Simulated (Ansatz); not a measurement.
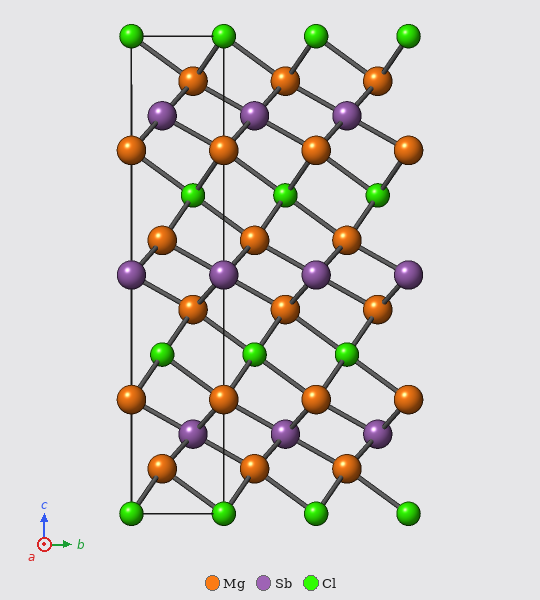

The picture looks along a close-packed row of the hexagonal mesh; c points upwards. Every atom sits on one of the three columns of the mesh; call them A, B, C in the order in which they first turn up. The sequence starts with the first layer at or above the cell's origin.

The compound is Mg₂SbCl, taken as coordinates from a relaxation with Ansatz, DFT PBEsol, scalar-relativistic, plane waves, PAW; the starting structure was generated, so it need not be a known form of this composition.

List the layers of one repeat.

Answer. Cl(A) – Mg(B) – Sb(C) – Mg(A) – Cl(B) – Mg(C) – Sb(A) – Mg(B) – Cl(C) – Mg(A) – Sb(B) – Mg(C) (twelve layers in 18.97 Å).
